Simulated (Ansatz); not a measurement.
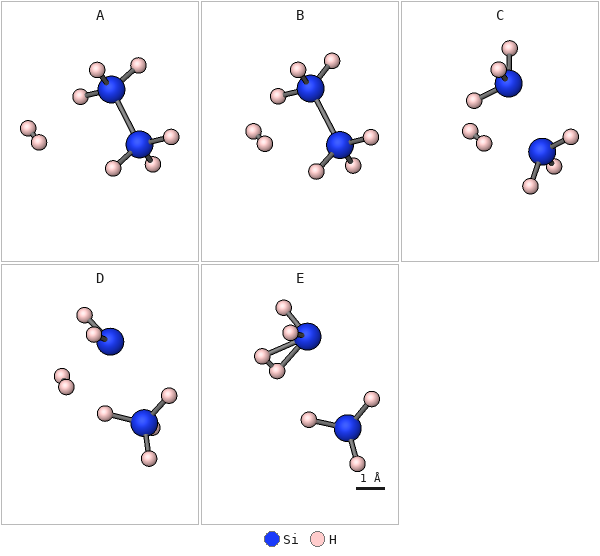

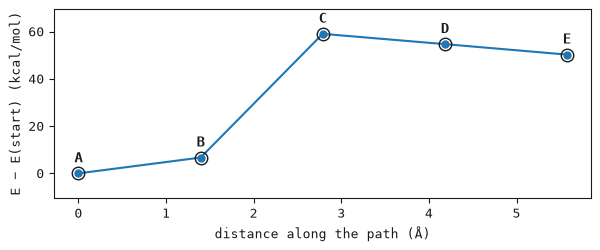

NEB run on Si2H8, made up of Si2H6 and H$_{2}$. Images are numbered from 0 (start) to 4 (end). Frames A to E are images 0, 1, 2, 3, 4. A ball-and-stick model, seen at a tilt.

Theory: RKS B3LYP-D4/def2-mTZVP in Ansatz. Settings: 3 movable images; climbing image.

What happens along the path, and what is the barrier?

Answer. Breaking: H–H (0.75 → 3.24 Å), Si–Si (2.34 → 3.80 Å). Forming: H–H (3.08 → 0.83 Å), H–Si (3.78 → 1.49 Å). The energy climbs by 59.0 kcal/mol to image 2 and then falls by 8.8 kcal/mol, so the end point sits at +50.3 kcal/mol. The band converged in 18 iterations. The largest component of the band force went from 3.7 to 0.034 eV/Å. No image climbed, so the highest image needn't lie on the saddle point, and the true maximum along this path can be higher. The largest force component is 0.14 eV/Å at the start and 0.35 eV/Å at the end; an end with forces this large is no minimum, and the barrier measured from it can be far off.

Limits of the set-up: the start holds two separate molecules, 2.9 Å apart at their closest, whose relative position is a soft coordinate.

The run took 66 s on 2 threads of Arm Neoverse V2 (shared host).
